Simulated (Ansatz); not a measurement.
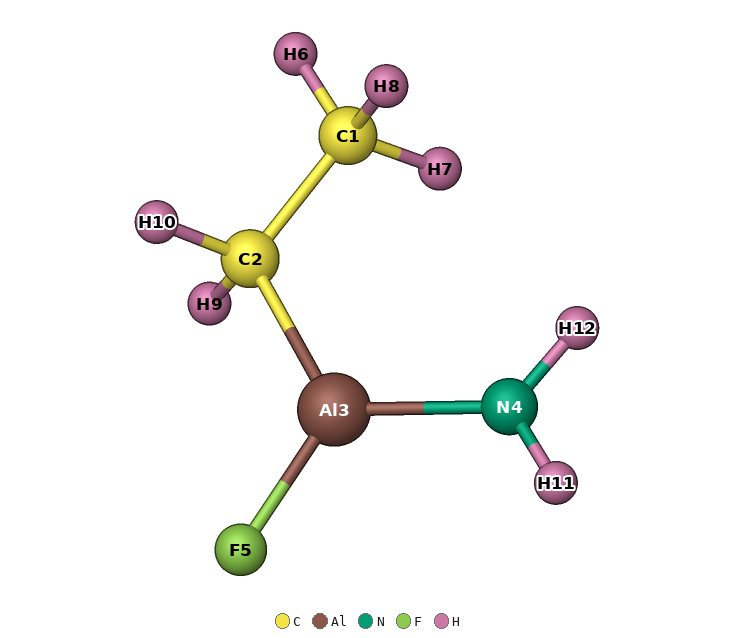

Harmonic vibrations computed with RKS PBE0-D4/def2-TZVP (Ansatz 0.2.0) at a stationary point of the same level.

> Minimum or transition state?

A minimum: no imaginary frequency, and the lowest mode lies at 50 cm⁻¹.

> List the wavenumbers.

30 modes: 50, 103, 169, 212, 260, 279, 375, 407, 570, 611, 649, 812, 885, 933, 968, 1036, 1228, 1253, 1407, 1439, 1493, 1502, 1565, 3034, 3036, 3067, 3099, 3108, 3614, 3705 cm⁻¹.
